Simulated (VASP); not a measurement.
Band structure of Ho (hcp). All values below come from PBE GGA with D3 dispersion (zero damping), VASP's PBE PAW potentials (set 64) (plane waves; VASP 6.6.1).

The 4f electrons are frozen in the core of the lanthanide potential, so 4f levels, which can set the real gap, and their magnetism are missing.

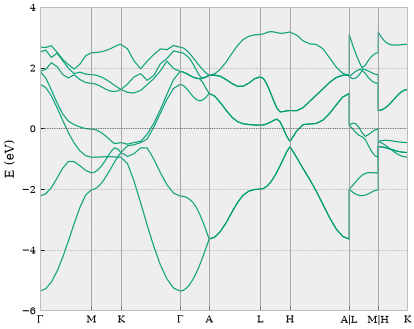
Fig. 1. Bands along high-symmetry lines, zero at the valence-band maximum or, without a gap, the Fermi level

**Question.** Read the plot: is there a gap, and where are the band edges?

**Answer.** It has no gap at this level: it comes out as a metal or semimetal. (Edges off the drawn lines would not show.)

The compound is Ho in the hcp structure. It was relaxed first.
